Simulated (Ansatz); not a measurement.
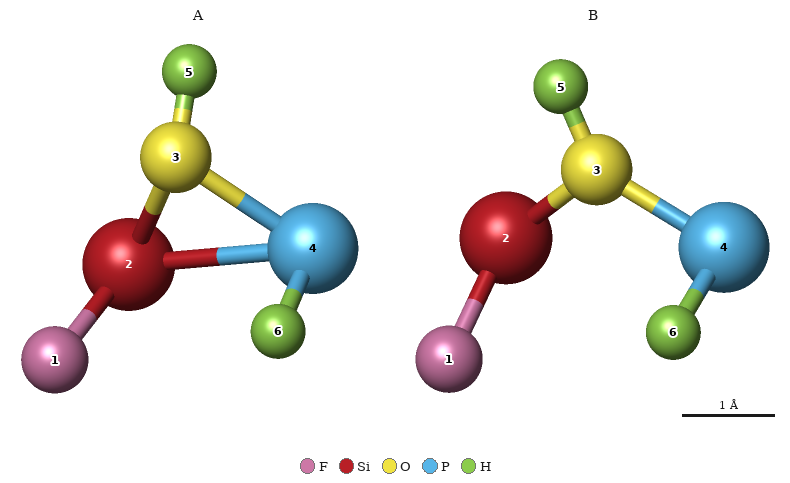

Two geometries of SiPH2OF, drawn at one scale. One is the start of a relaxation, the other its converged end. The picture is a ball-and-stick view, seen from a free direction.

Method: RKS PBE0-D4/def2-SVP in Ansatz. Settings: no spin polarisation; force threshold 0.02 eV/Å; at most 50 steps.

> Which one is relaxed?

Structure A is the relaxed one. The run prepares an end point of a later path (hydrogen shift) calculation, from a guessed geometry. The atom that moves furthest after the best rigid fit is O3 (0.42 Å). By element the largest moves are O 0.42 Å, Si 0.41 Å, H 0.32 Å, P 0.22 Å, F 0.09 Å. Near-neighbour distances that change, for instance: Si2–O3 1.582 → 1.949 Å, Si2–P4 2.640 → 2.352 Å, O3–P4 1.641 → 1.823 Å, P4–H6 1.460 → 1.427 Å. Bond angles that change, for instance: Si2–O3–P4 110.0° → 77.1°, P4–O3–H5 144.3° → 112.2°, F1–Si2–O3 112.0° → 93.8°. The energy falls by 58.8 kcal/mol in 9 geometry steps. Largest force component: 7.1 eV/Å at the start, 0.019 eV/Å at the end. Cost: 28 s on 1 thread of Arm Neoverse V2, with other jobs on the host, peak memory 0.16 GiB.
